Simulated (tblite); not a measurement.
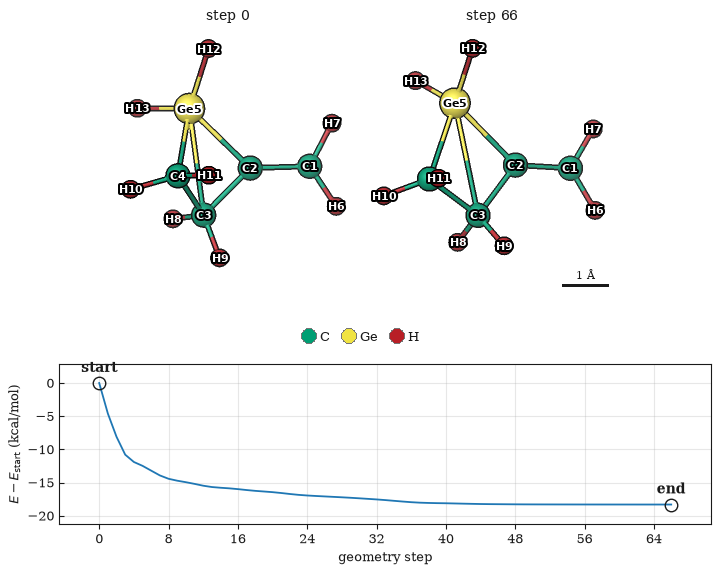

First and last geometry of a relaxation of C4H8Ge, with the history of the run. The picture is a ball-and-stick view, seen at a tilt.

Computed with GFN2-xTB geometry optimisation, gas phase in tblite 0.8.0. 

Question: What do the curves and the structures tell?

Answer: It converged. The largest moves after the best rigid fit, 0.77 Å, are those of H8 and H11. By element the largest moves are H 0.77 Å, C 0.35 Å, Ge 0.21 Å. Among the contacts that change: C3–Ge5 2.381 → 2.541 Å, C4–Ge5 1.924 → 1.997 Å, C2–Ge5 1.896 → 1.967 Å, Ge5–H13 1.538 → 1.512 Å. Bond angles that change, for instance: C2–C3–C4 89.9° → 101.2°, H12–Ge5–H13 117.8° → 106.6°, C1–C2–C3 137.3° → 128.2°. The energy falls by 18.3 kcal/mol in 66 geometry steps.
